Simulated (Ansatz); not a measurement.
Input

```
crystal:
  lattice:
    - [4.7610728489, -0.0278316396, 0.0149908695]
    - [-0.0073519311, 5.0315822215, -0.0241943604]
    - [0.1339039163, 0.359846723, 8.2889500723]
  atoms:
    - { symbol: Al, position: [0.055176028, 0.8258672387, 0.1771902337] }
    - { symbol: Al, position: [0.9737099784, 0.3504270087, 0.7038156906] }
    - { symbol: Al, position: [0.9646690526, 0.3232237994, 0.0333018624] }
    - { symbol: Al, position: [0.9767634013, 0.8364012491, 0.5246524813] }
    - { symbol: Al, position: [0.9718132605, 0.3422246049, 0.37302381] }
    - { symbol: Al, position: [0.9052029647, 0.846128424, 0.8657795568] }
    - { symbol: Al, position: [0.4833239523, 0.4631353615, 0.2189186457] }
    - { symbol: Al, position: [0.4464674985, 0.0574251009, 0.6793568334] }
    - { symbol: Al, position: [0.4852285028, 0.9715782419, 0.3613820178] }
    - { symbol: Al, position: [0.4567690332, 0.4694156111, 0.8817637994] }
    - { symbol: "N", position: [0.7663322671, 0.6899893993, 0.3330825388] }
    - { symbol: "N", position: [0.5145440606, 0.8241839604, 0.8477325302] }
basis:
  ecutwfc: 420
kpoints:
  mp_grid: { grid: [8, 8, 6] }
  band_path:
    path:
      - [[0.0, 0.0, 0.0], [0.0, 0.5, 0.0]]
      - [[0.5, 0.0, 0.0], [0.0, 0.0, 0.0], [0.0, 0.0, -0.5]]
      - [[-0.5, -0.5, -0.5], [0.0, 0.0, 0.0], [-0.5, 0.0, -0.5]]
      - [[0.0, -0.5, -0.5], [0.0, 0.0, 0.0], [-0.5, 0.5, 0.0]]
    npoints: 10
hamiltonian:
  xc: pbe
scf:
  occupations: { method: gaussian, width: 0.1 }
  n_extra_bands: 30
output:
  forces: true
  stress: true
  eigenvalues: true
  populations: true
  dos: { projected: true, de: 0.02, nscf_kmesh: { grid: [10, 10, 8] } }
  bader: false
  write_density: true
  write_potential: true
  elf: true
  volumetric_format: npy
```

Run with:

```sh
ansatz run input.yaml --threads 1 --pin off --max-ram 2560MiB --backend cpu --events-out ev --progress --plain --runs-dir out
```

Below, planes, directions and counts refer to the conventional cell (a = 4.76 Å, b = 5.03 Å, c = 8.30 Å, α = 92.21°, β = 91.09°, γ = 90.42°).

Space group P1; a structure generated by program, which may or may not match a known phase.

Method: DFT PBE, scalar-relativistic, plane waves, PAW (Ansatz).

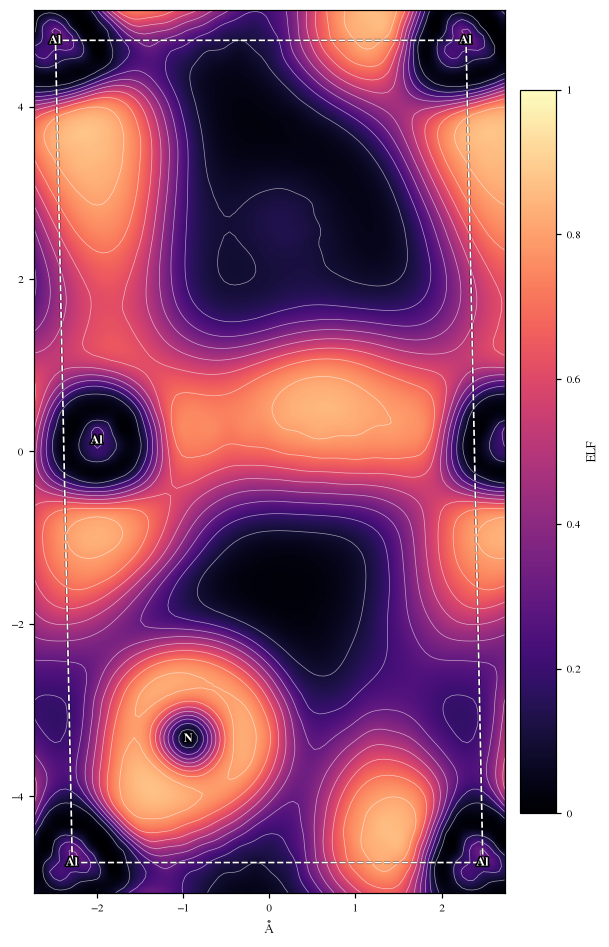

Al5N. Electron localisation function on the (011̄) plane of the conventional cell.

Core electrons are frozen (PAW), and the valence fields are smoothed inside the atomic spheres.

> Interpret the plot.

Atoms in the plane: Al and N. Al–N (1.97 Å): the ELF peaks at about 0.85 in the valence shell of N, 0.7 Å from its nucleus, and is about 0.85 at the midpoint.
